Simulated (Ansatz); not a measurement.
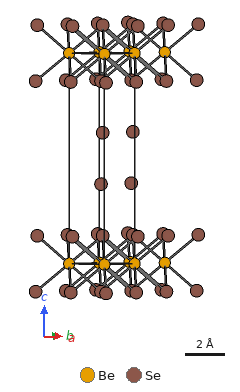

Crystalline BeSe4 (a generated structure, set up in P-3m1) (coarse preliminary run), before the relaxation. Style: ball-and-stick. Shown: the cell of the calculation, repeated 1 × 2 × 1 with one cell outlined, from a free direction.

All numbers below come from Ansatz 0.2.0, DFT PBE, scalar-relativistic, plane waves, PAW.

Input file:
```yaml
crystal:
  lattice:
    - [3.38169975, 0.0, 0.0]
    - [-1.69084987, 2.92863789, 0.0]
    - [0.0, 0.0, 10.87379258]
  atoms:
    - { symbol: Be, position: [0.0, 0.0, 0.0] }
    - { symbol: Se, position: [0.33333333, 0.66666667, 0.86585528] }
    - { symbol: Se, position: [0.33333333, 0.66666667, 0.37679535] }
    - { symbol: Se, position: [0.66666667, 0.33333333, 0.13414472] }
    - { symbol: Se, position: [0.66666667, 0.33333333, 0.62320465] }
basis:
  ecutwfc: 420
kpoints:
  mp_grid: { grid: [6, 6, 2] }
hamiltonian:
  xc: pbe
scf:
  occupations: { method: gaussian, width: 0.1 }
  lower_state_search: "off"
output:
  forces: true
  stress: true
  eigenvalues: true
relax:
  adjacent_minimum: "off"
  f_tol: 0.04
  max_steps: 70
  cell: { stress_tol: 0.4 }
```

Command:
```bash
ansatz run input.yaml --threads 1 --pin off --max-ram 2560MiB --backend cpu --events-out ev --progress --plain --runs-dir out
```

### Predict the outcome.

The largest moves relative to the cell, 0.17 Å, are those of Se3 and Se5. Se3 goes along +c. Be stays in place. The volume changes by −10.6 %, with a = b 3.382 → 3.596 Å (+6.3 %), c 10.874 → 8.600 Å (−20.9 %). Near-neighbour distances that change, for instance: Se3–Se5 3.315 → 2.739 Å, Be1–Se2 2.437 → 2.426 Å. New bonds form, among them: Se3–Se5 (3.32 → 2.74 Å). Among the angles between lasting bonds that change: Be1–Se4–Be1 87.9° → 95.7°, Se2–Be1–Se2 87.9° → 95.7°, Se2–Be1–Se4 92.1° → 84.3°. The space group stays P-3m1 (No. 164). The energy falls by 307 meV per atom in 9 accepted moves (11 points after the start). Largest force component: 0.61 eV/Å at the start, 0.017 eV/Å at the end. The pressure goes from −6.43 to 0.01 GPa. The line search rejected the trial step at point 3 of the run. The SCF was repeated once at an unchanged geometry on a basis and grid sized afresh for the cell, which shifted the energy by 0.1 meV per atom at most.

Final geometry:

```xyz
5
Lattice="3.5961 0.0000 0.0000 -1.7980 3.1143 0.0000 0.0000 0.0000 8.5998" Properties=species:S:1:pos:R:3 pbc="T T T"
Be    0.0000    0.0000    8.5998
Se    0.0000    2.0762    7.3455
Se    0.0000    2.0762    3.4069
Se    1.7980    1.0381    1.2543
Se    1.7980    1.0381    5.1929
```

After the run, drawn alike:

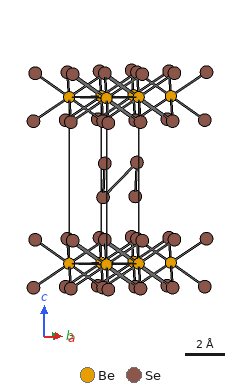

Limits of the set-up: layers or molecules are held without a dispersion correction, so their spacing is unreliable.
